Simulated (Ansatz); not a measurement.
The structure below was relaxed with Kohn–Sham DFT with the PBEsol functional, run in Ansatz (an electronic-structure program) with PAW and 420 eV plane waves, no spin-orbit coupling, at pressure 5 GPa.

```xyz
5
Lattice="5.3578 0.0000 0.0000 0.0000 5.3578 0.0000 0.0000 0.0000 5.3578" Properties=species:S:1:pos:R:3 pbc="T T T"
Cs     0.0000     0.0000     0.0000
Pb     2.6789     2.6789     2.6789
Cl     2.6789     0.0000     2.6789
Cl     0.0000     2.6789     2.6789
Cl     2.6789     2.6789     0.0000
```

Find the space group and the Wyckoff positions.

Space group Pm-3m (No. 221); a = 5.358 Å, b = 5.358 Å, c = 5.358 Å, α = 90.00°, β = 90.00°, γ = 90.00°

```
atom  site  symmetry       x       y       z
----  ----  --------  ------  ------  ------
Cs      1a      m-3m  0.0000  0.0000  0.0000
Pb      1b      m-3m  0.5000  0.5000  0.5000
Cl      3c    4/mm.m  0.0000  0.5000  0.5000
```

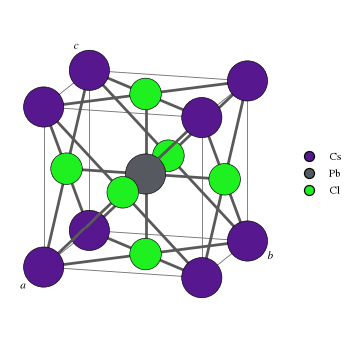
Figure. The conventional cell

Load acts through the strain it causes; cell and atoms are relaxed under it. No phonon test of stability was made. Competing high-pressure phases were not computed. The cell was made from CsPbCl$_{3}$ in the cubic perovskite structure (space group Pm-3m, No. 221) by this change: pressure 5 GPa. Many cubic perovskites are stable only at high temperature; tilts and polar distortions were not tested. This is not the structure that CsPbCl3 has at room temperature and ambient pressure.
